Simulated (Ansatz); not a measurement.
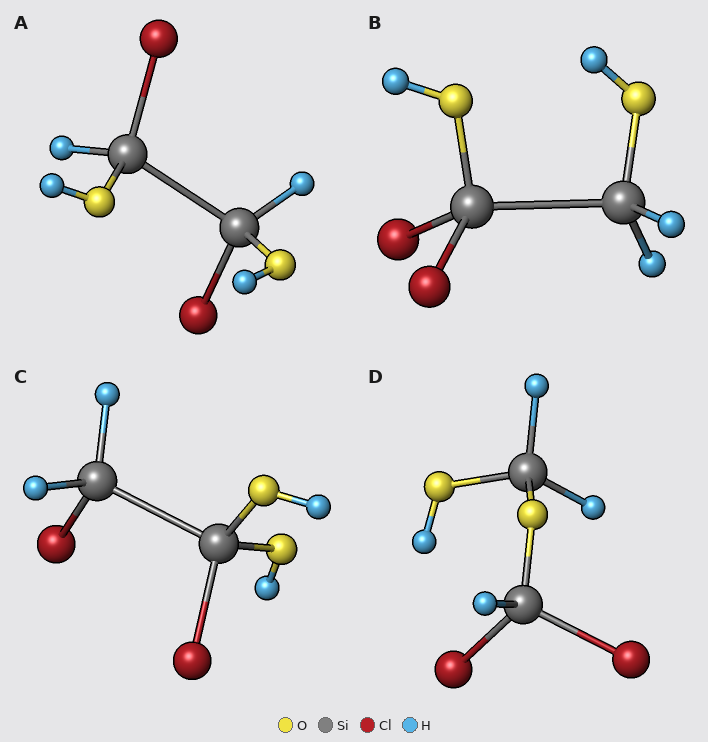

Source: calculation with Ansatz.

Which panel belongs to which SMILES?
(1) O[SiH2][Si](O)(Cl)Cl
(2) O[SiH2]O[SiH](Cl)Cl
(3) O[Si@@H](Cl)[Si@@H](O)Cl
(4) O[Si](O)(Cl)[SiH2]Cl

Answer. A is (3), B is (1), C is (4), D is (2).
